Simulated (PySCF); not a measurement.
```yaml
atoms:
  - { symbol: F, position_ang: [3.1877, -0.6283, 0.5926] }
  - { symbol: C, position_ang: [2.1297, -0.2655, -0.1272] }
  - { symbol: F, position_ang: [2.3771, 0.9618, -0.5900] }
  - { symbol: F, position_ang: [2.0846, -1.0750, -1.1877] }
  - { symbol: O, position_ang: [1.0535, -0.3409, 0.6539] }
  - { symbol: C, position_ang: [-0.1618, -0.0059, 0.1002] }
  - { symbol: C, position_ang: [-1.3489, -0.0666, 0.8644] }
  - { symbol: C, position_ang: [-2.3942, 0.3152, 0.0775] }
  - { symbol: S, position_ang: [-1.8295, 0.7041, -1.4924] }
  - { symbol: N, position_ang: [-0.2763, 0.3797, -1.1388] }
  - { symbol: H, position_ang: [-1.3887, -0.3670, 1.8923] }
  - { symbol: H, position_ang: [-3.4321, 0.3878, 0.3292] }
```

Geometry: GFN2-xTB, NEB image 0 of 0 to 8.

Level of theory: PBE0/pcSseg-1, SCF density, gas phase, non-relativistic in PySCF 2.14.0.

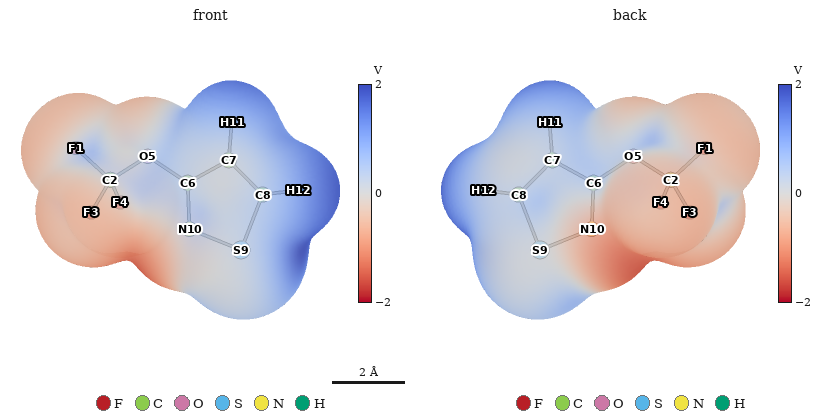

C$_{4}$H$_{2}$F$_{3}$NOS (SMILES FC(F)(F)Oc1ccsn1). The electrostatic potential painted on the density surface at 0.002 e/bohr³, seen from the front and from behind; red is negative and blue positive.

> Which sites attract a positive test charge, and which a negative one?

A positive charge is drawn to the negative regions and a negative charge to the positive ones. The most negative region (about −1.5 V, or −35 kcal/mol for a unit charge) lies over N10, the most positive (about +1.9 V, or +44 kcal/mol for a unit charge) over C8 and S9. N10 is the likeliest acceptor of a hydrogen bond.

> How polar is the molecule by this calculation?

Its dipole moment is 4.11 D.
